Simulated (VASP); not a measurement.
Band structure of GaAs (zinc blende). Level of theory: TPSS meta-GGA, VASP's PBE PAW potentials (set 64) (plane waves; VASP).

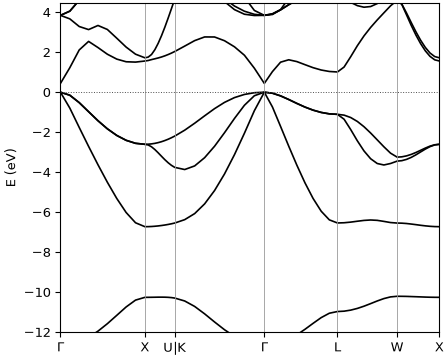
Figure. Bands along high-symmetry lines, zero at the valence-band maximum or, without a gap, the Fermi level

### Question
Read the plot: is there a gap, and where are the band edges?

### Answer
The gap is direct, 0.44 eV, from the valence maximum at Γ to the conduction minimum at Γ.

Measured: gap 1.57 eV (computed value off by -1.13 eV), as given by Wei Chen et al., Physical Review Materials (2018), doi:10.1103/physrevmaterials.2.073803 [zero-point renormalisation of 0.05 eV added back (the table's ZPR column)].

The compound is GaAs in the zinc blende structure. It was relaxed first.
